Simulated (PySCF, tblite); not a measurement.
**B₃H₇N₃Si radical, a small gas-phase stand-in for a defect centre (BN ring, B edge): EPR parameters**

Aim: the EPR parameters of `[SiH2]B1NBNBN1`. It is drawn as: silyl radical.

Computed with tblite 0.8.0 and PySCF 2.14.0; each step states its level. No surroundings beyond the atoms listed, unless a continuum is named. Atoms count from 0, parts from 1.

### Step 1. Starting point

14 atoms, charge 0, multiplicity 2; geometry: distance geometry start.

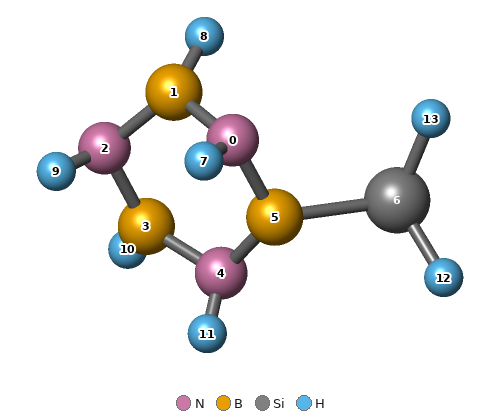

The starting geometry (nitrogen pink, boron amber, silicon grey, hydrogen blue), atoms numbered.

### Step 2. Geometry optimisation with GFN2-xTB

What the job is given:

```
{"job": {"kind": "relax", "xc": "GFN2-xTB", "basis": "xTB"}, "charge": 0, "multiplicity": 2}
N      0.321670     1.048344     0.900631
B     -0.731548     1.573474    -0.030428
N     -1.958922     0.662156    -0.236773
B     -1.532228    -0.747853    -0.663987
N     -0.294064    -1.354733    -0.031249
B      0.740521    -0.360342     0.414703
Si     2.465245    -0.460273    -0.544783
H      0.068051     1.033179     1.902420
H     -0.383032     2.155019    -0.999706
H     -2.553718     0.583165     0.629798
H     -2.060861    -1.364479    -1.536053
H     -0.456501    -2.110292     0.645678
H      3.212539    -1.535003     0.097864
H      3.125938     0.820989    -0.562747
```

Level: GFN2-xTB geometry optimisation, gas phase.

Command:

```
OMP_NUM_THREADS=1 python cluster_run.py task.json out
```

The driver reads the jobs from task.json and runs them one after another.

Output:

```text
step      E/eV     max force
  0    -482.39747    2.633
  1    -482.75366    1.905
  2    -483.23172    1.361
  3    -483.34313    1.035
  4    -483.49482    0.910
  5    -483.58320    0.873
  6    -483.72970    1.209
  7    -483.80286    0.694
  8    -483.87744    0.774
  9    -483.96718    0.764
 10    -484.01126    0.766
 11    -484.06082    0.722
 12    -484.11188    0.813
 13    -484.17778    0.986
 14    -484.27916    1.099
 15    -484.36999    0.770
 16    -484.41904    1.139
 17    -484.47761    0.748
 18    -484.59471    0.993
 19    -484.68823    1.303
 20    -484.79786    1.363
 21    -484.82006    1.883
 22    -484.92895    1.223
 23    -484.98633    0.567
 24    -485.08106    0.614
 25    -485.18074    0.778
 26    -485.22360    0.522
 27    -485.25467    0.732
 28    -485.28046    0.579
 29    -485.29785    0.435
 30    -485.32955    0.389
 31    -485.35059    0.448
 32    -485.38309    0.536
 33    -485.40822    0.499
 34    -485.43532    0.453
 35    -485.46167    0.460
 36    -485.48617    0.395
 37    -485.50580    0.419
 38    -485.52905    0.444
 39    -485.56821    0.638
 40    -485.61957    0.744
 41    -485.68262    0.731
 42    -485.73881    0.867
 43    -485.72829    1.033
 44    -485.82684    0.887
 45    -485.87100    0.834
 46    -485.99897    1.017
 47    -486.12052    1.604
 48    -486.23195    1.347
 49    -486.29960    2.104
 50    -486.43129    0.821
 51    -486.53708    0.891
 52    -486.65171    0.951
 53    -486.72653    0.883
 54    -486.75824    1.242
 55    -486.81203    0.877
 56    -486.85267    0.594
 57    -486.91952    0.641
 58    -486.95131    0.606
 59    -486.98761    0.369
 60    -487.00089    0.395
 61    -487.00966    0.349
 62    -487.02197    0.246
 63    -487.03242    0.309
 64    -487.04116    0.229
 65    -487.04937    0.220
 66    -487.05647    0.191
 67    -487.06251    0.184
 68    -487.06713    0.169
 69    -487.07093    0.177
 70    -487.07546    0.175
 71    -487.08182    0.233
 72    -487.09020    0.322
 73    -487.10028    0.301
 74    -487.11126    0.253
 75    -487.12106    0.241
 76    -487.12970    0.246
 77    -487.13748    0.257
 78    -487.14444    0.177
 79    -487.15071    0.172
 80    -487.15605    0.181
 81    -487.15947    0.240
 82    -487.16151    0.165
 83    -487.16332    0.092
 84    -487.16528    0.087
 85    -487.16673    0.097
 86    -487.16799    0.089
 87    -487.16916    0.086
 88    -487.17021    0.076
 89    -487.17102    0.094
 90    -487.17157    0.083
 91    -487.17192    0.046
 92    -487.17210    0.037
 93    -487.17219    0.041
 94    -487.17227    0.030
 95    -487.17237    0.024
 96    -487.17247    0.028
 97    -487.17254    0.021
 98    -487.17258    0.019
 99    -487.17261    0.015
100    -487.17264    0.014
101    -487.17268    0.019
102    -487.17273    0.018
103    -487.17277    0.015
104    -487.17281    0.014
105    -487.17284    0.011
106    -487.17286    0.013
107    -487.17289    0.013
108    -487.17293    0.018
109    -487.17298    0.021
110    -487.17304    0.019
111    -487.17309    0.015
112    -487.17312    0.016
113    -487.17315    0.016
114    -487.17317    0.013
115    -487.17319    0.010
116    -487.17320    0.010
117    -487.17322    0.009
118    -487.17323    0.008
```

It took 1.5 s on 1 thread of Intel Xeon 6975P-C, shared host.

Step by step:

```
step  energy from step 0 (eV)  largest force (eV/Å)
   0                   0.0000                2.6330
   4                  -1.0974                0.9100
   8                  -1.4800                0.7747
  12                  -1.7144                0.8125
  16                  -2.0216                1.1397
  20                  -2.4004                1.3636
  24                  -2.6836                0.6142
  28                  -2.8830                0.5792
  32                  -2.9856                0.5355
  36                  -3.0887                0.3954
  40                  -3.2221                0.7442
  44                  -3.4294                0.8869
  48                  -3.8345                1.3476
  52                  -4.2542                0.9507
  56                  -4.4552                0.5936
  60                  -4.6034                0.3953
  64                  -4.6437                0.2293
  68                  -4.6697                0.1686
  72                  -4.6927                0.3219
  76                  -4.7322                0.2459
  80                  -4.7586                0.1804
  84                  -4.7678                0.0869
  88                  -4.7727                0.0760
  92                  -4.7746                0.0363
  96                  -4.7750                0.0273
 100                  -4.7752                0.0144
 104                  -4.7753                0.0141
 108                  -4.7755                0.0182
 112                  -4.7756                0.0166
 116                  -4.7757                0.0095
 118                  -4.7758                0.0076
```

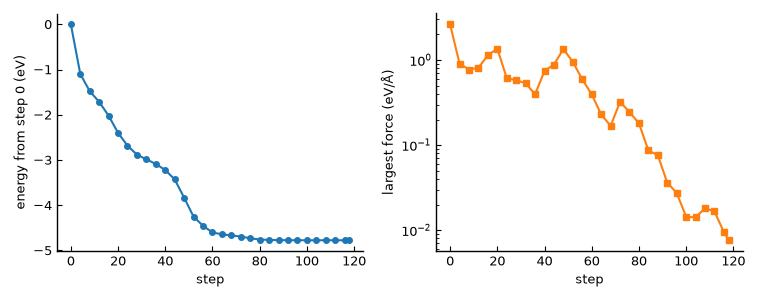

Energy and largest force along the relaxation.

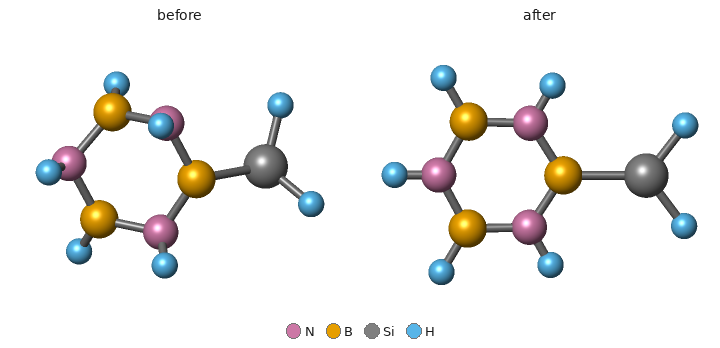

The geometry before (left) and after (right).

Close pairs (by a distance rule), those that changed most:

```
  bond  before (Å)  after (Å)  change (Å)
 B1–N2       1.543      1.419      -0.124
 N2–B3       1.534      1.419      -0.115
 N0–B5       1.548      1.435      -0.113
 B3–N4       1.517      1.413      -0.104
 N0–B1       1.501      1.413      -0.087
B5–Si6       1.976      1.901      -0.075
 N4–B5       1.503      1.435      -0.068
 N2–H9       1.054      1.008      -0.046
```

### Step 3. Geometry optimisation at PBE0-D3(BJ)/def2-SVP

What the job is given:

```
{"job": {"xc": "PBE0", "basis": "def2-SVP", "d3": "d3bj", "grid": 2, "kind": "geom", "shake": 0.01}, "charge": 0, "multiplicity": 2}
N      0.318480     1.123414     0.256036
B     -1.069978     1.509967     0.160972
N     -2.012057     0.481383    -0.145197
B     -1.573685    -0.863270    -0.349938
N     -0.232451    -1.172102    -0.255498
B      0.774311    -0.183932     0.051812
Si     2.630910    -0.639068     0.180333
H      0.984950     1.876801     0.459923
H     -1.415722     2.630155     0.351238
H     -2.971794     0.718483    -0.194534
H     -2.408429    -1.700721    -0.586709
H      0.065251    -2.119830    -0.386267
H      3.190111    -1.954216    -0.011097
H      3.713625     0.278326     0.483335
```

Output:

```text
step   0  E = -532.03269066  max force = 0.040235
step   1  E = -532.03976916  max force = 0.004683
step   2  E = -532.03986632  max force = 0.001872
step   3  E = -532.03989531  max force = 0.001436
step   4  E = -532.03991889  max force = 0.000562
step   5  E = -532.03991942  max force = 0.000594
step   6  E = -532.03992191  max force = 0.000108
optimisation converged
```

It took 80 s on 1 thread of Intel Xeon 6975P-C, shared host; peak memory 0.77 GiB.

Relaxation path:

```
step  energy from step 0 (eV)  largest force component (eV/Å)
   0                   0.0000                          2.0690
   1                  -0.1926                          0.2408
   2                  -0.1953                          0.0963
   3                  -0.1960                          0.0738
   4                  -0.1967                          0.0289
   5                  -0.1967                          0.0305
   6                  -0.1968                          0.0056
```

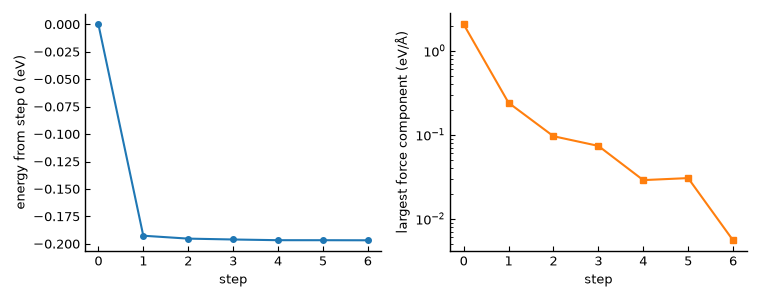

Energy and force, step by step.

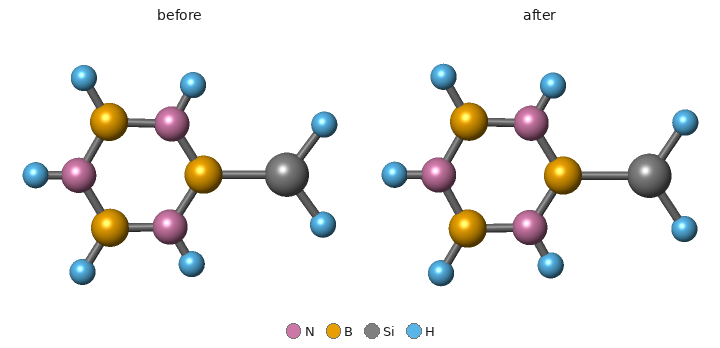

Before and after, at one scale.

Close pairs (by a distance rule), those that changed most:

```
   bond  before (Å)  after (Å)  change (Å)
 B5–Si6       1.916      1.987      +0.071
Si6–H12       1.442      1.490      +0.048
  B3–N4       1.380      1.427      +0.048
Si6–H13       1.451      1.490      +0.039
  N0–B5       1.400      1.433      +0.033
  B1–H8       1.188      1.209      +0.021
  N2–H9       0.990      1.011      +0.021
  N0–B1       1.444      1.427      -0.017
```

The next job starts from the end point, and lists it.

```
                         at the end point                value
  point group (found at 0.08 Å tolerance)                  C2v
rotational constants (GHz, main isotopes)  5.111, 1.398, 1.098
                        dipole moment (D)                 0.58
                                     ⟨S²⟩                0.756
```

### Step 4. g tensor and hyperfine couplings: B3LYP/IGLO-III+pcH-1

What the job is given:

```
{"job": {"kind": "epr"}, "charge": 0, "multiplicity": 2}
N      0.297707     1.157195     0.240784
B     -1.077489     1.529218     0.157695
N     -2.021720     0.503908    -0.143571
B     -1.637670    -0.852392    -0.358927
N     -0.249319    -1.168683    -0.263397
B      0.749967    -0.186850     0.036160
Si     2.674227    -0.663404     0.164343
H      0.972626     1.879725     0.454389
H     -1.425122     2.673322     0.336910
H     -3.001025     0.747875    -0.206504
H     -2.455002    -1.706334    -0.613383
H      0.029737    -2.129093    -0.414605
H      3.190733    -2.044955    -0.047661
H      3.739525     0.332190     0.471716
```

Method: UKS B3LYP, IGLO-III on B N Si, pcH-1 on H, non-relativistic, mean-field spin-orbit, GIAO.

Output:

```text
UKS, coarse grid
  cycle   1  E = -532.74375897  |g| = 4.72e-01
  cycle   2  E = -532.58007977  |g| = 7.60e-01
  cycle   3  E = -532.84508641  |g| = 4.23e-02
  cycle   4  E = -532.84586770  |g| = 1.87e-02
  cycle   5  E = -532.84602222  |g| = 8.24e-03
  cycle   6  E = -532.84605236  |g| = 2.91e-03
  cycle   7  E = -532.84605661  |g| = 8.66e-04
UKS, final grid
  cycle   1  E = -532.84606172  |g| = 1.14e-03
  cycle   2  E = -532.84606080  |g| = 1.85e-03
  cycle   3  E = -532.84606238  |g| = 1.56e-04
  cycle   4  E = -532.84606239  |g| = 5.39e-05
  cycle   5  E = -532.84606239  |g| = 2.14e-05
E = -532.84606239 Eh   <S^2> = 0.7543 (exact 0.7500)
g shifts (ppm)      1          2          3
  rmc          -122       -122       -122
  gc              5         30         32
  oz_so          20       2470       3273
  total         -97       2378       3183
hyperfine (MHz)  atom isotope    a_iso     a_fc   dipolar eigenvalues
    0   14N       1.03       1.04     -1.76     -1.54      3.30
    1   11B      -1.99      -2.00     -0.39     -0.27      0.66
    2   14N       0.79       0.79     -0.90     -0.74      1.64
    3   11B      -1.99      -2.00     -0.39     -0.26      0.66
    4   14N       1.03       1.03     -1.75     -1.54      3.29
    5   11B     -23.38     -23.34     -1.83     -1.75      3.57
    6  29Si    -129.10    -130.41   -177.05     87.80     89.25
    7    1H      -3.12      -3.12     -1.99     -0.12      2.10
    8    1H      -0.25      -0.25     -0.68     -0.63      1.31
    9    1H      -1.50      -1.50     -1.50     -0.55      2.05
   10    1H      -0.24      -0.25     -0.67     -0.63      1.31
   11    1H      -3.12      -3.12     -1.98     -0.12      2.10
   12    1H     -42.19     -42.23    -11.82      3.74      8.07
   13    1H     -42.17     -42.20    -11.81      3.74      8.07
```

It took 55 s on 1 thread of Intel Xeon 6975P-C, shared host; peak memory 1.3 GiB.

Principal g values 2.00222, 2.00470, 2.00550; g(iso) = 2.00414, against 2.00232 for a free electron.

Mean a(iso) over the nuclei that a row names, and the largest dipolar term of the row (other rows stand at the frozen geometry):

```
  nuclei  isotope  a(iso) (MHz)  a(iso) (G, at g = 2.0023)  largest dipolar term (MHz)
     Si6     29Si        -129.1                      -46.1                      -177.1
H12, H13       1H         -42.2                      -15.1                       -11.8
      B5      11B         -23.4                       -8.3                         3.6
 H7, H11       1H          -3.1                       -1.1                         2.1
  B1, B3      11B          -2.0                       -0.7                         0.7
      H9       1H          -1.5                       -0.5                         2.0
  N0, N4      14N           1.0                        0.4                         3.3
      N2      14N           0.8                        0.3                         1.6
 H8, H10       1H          -0.2                       -0.1                         1.3
```

Mulliken spin populations:

N0 0.02; B1 0.00; N2 0.02; B3 0.00; N4 0.02; B5 0.02; Si6 1.01; H7 0.00; H8 0.00; H9 0.00; H10 0.00; H11 0.00; H12 -0.04; H13 -0.04

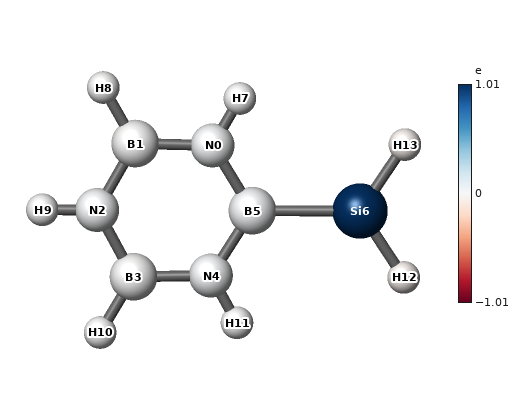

Mulliken spin populations, as colours on the atoms.

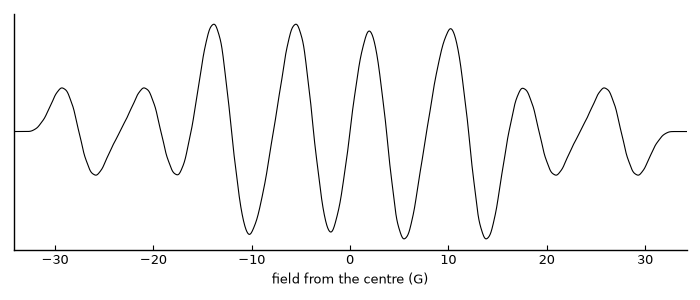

First-order isotropic spectrum (first derivative, main isotopes with spin only, couplings over 0.8 MHz, Gaussian width 0.3 G; couplings of the frozen geometry, rotation of groups not averaged beyond the rows shown).

### Step 5. EPR parameters: BHandHLYP/IGLO-III+pcH-1

Settings changed since step 4:

```diff
@@ -1,2 +1,2 @@
-{"job": {"kind": "epr"}, "charge": 0, "multiplicity": 2}
+{"job": {"kind": "epr", "xc": "BHandHLYP"}, "charge": 0, "multiplicity": 2}
 N      0.297707     1.157195     0.240784
```

Method: UKS BHandHLYP, IGLO-III on B N Si, pcH-1 on H, non-relativistic, mean-field spin-orbit, GIAO.

Output:

```text
UKS, coarse grid
  cycle   1  E = -532.60393010  |g| = 3.75e-01
  cycle   2  E = -532.61754300  |g| = 3.73e-01
  cycle   3  E = -532.67643477  |g| = 3.70e-02
  cycle   4  E = -532.67730946  |g| = 1.02e-02
  cycle   5  E = -532.67737439  |g| = 4.21e-03
  cycle   6  E = -532.67739059  |g| = 2.04e-03
  cycle   7  E = -532.67739459  |g| = 6.80e-04
UKS, final grid
  cycle   1  E = -532.67739951  |g| = 5.27e-04
  cycle   2  E = -532.67739964  |g| = 5.28e-04
  cycle   3  E = -532.67739977  |g| = 1.15e-04
  cycle   4  E = -532.67739980  |g| = 5.64e-05
  cycle   5  E = -532.67739980  |g| = 8.08e-06
E = -532.67739980 Eh   <S^2> = 0.7562 (exact 0.7500)
g shifts (ppm)      1          2          3
  rmc          -121       -121       -121
  gc              5         30         33
  oz_so          28       2267       3100
  total         -89       2175       3011
hyperfine (MHz)  atom isotope    a_iso     a_fc   dipolar eigenvalues
    0   14N       1.60       1.61     -1.62     -1.40      3.02
    1   11B      -2.33      -2.33     -0.43     -0.23      0.66
    2   14N       0.96       0.96     -0.72     -0.57      1.28
    3   11B      -2.33      -2.33     -0.43     -0.23      0.66
    4   14N       1.59       1.60     -1.61     -1.40      3.01
    5   11B     -30.91     -30.87     -2.35     -1.19      3.54
    6  29Si    -163.15    -164.48   -177.67     88.06     89.61
    7    1H      -3.50      -3.50     -1.98     -0.20      2.17
    8    1H      -0.16      -0.16     -0.64     -0.62      1.26
    9    1H      -1.47      -1.47     -1.29     -0.53      1.82
   10    1H      -0.16      -0.16     -0.64     -0.62      1.26
   11    1H      -3.49      -3.50     -1.97     -0.20      2.17
   12    1H     -48.53     -48.56    -12.02      3.81      8.21
   13    1H     -48.50     -48.53    -12.02      3.81      8.21
```

It took 60 s on 1 thread of Intel Xeon 6975P-C, shared host; peak memory 1.3 GiB.

In short: g(iso) 2.00402.

### Step 6. Comparing the runs: EPR parameters

g, ⟨S²⟩ and isotropic hyperfine couplings (MHz), with basis size and wall time:

```
                     run   g(iso)   ⟨S²⟩  29Si Si6  1H H12 (mean)  11B B5  1H H7 (mean)  11B B1 (mean)  functions  time
    B3LYP/IGLO-III+pcH-1  2.00414  0.754    -129.1          -42.2   -23.4          -3.1           -2.0        324  55 s
BHandHLYP/IGLO-III+pcH-1  2.00402  0.756    -163.1          -48.5   -30.9          -3.5           -2.3        324  60 s
```

### Step 7. What came out

```
                            quantity                    value
                         point group                      C2v
rotational constants (main isotopes)     5.11, 1.40, 1.10 GHz
                      g(iso) (B3LYP)                  2.00414
                                ⟨S²⟩       0.754 (exact 0.75)
  largest a(iso) (averaged by class)  29Si on Si6, -129.1 MHz
```

**Reading.** The start of the PBE0/def2-SVP relaxation was shaken at random by about 0.01 Å, so part of the energy gained, and of the first lengths quoted, undoes that. Over 6 steps the energy fell by 0.197 eV; of the close pairs, B5–Si6 changed most, 1.916 to 1.987 Å (PBE0/def2-SVP). Si6 carries the largest spin population, 1.01 e. The isotropic g lies 1.8 ppt above the free-electron value. The coupling of 29Si on Si6 runs from -163.1 (BHandHLYP/IGLO-III+pcH-1) to -129.1 MHz (B3LYP/IGLO-III+pcH-1). A capped cluster stands for the solid here, so long-range fields and strain are missing, and bands or shifts of the capping hydrogens have no counterpart in it.
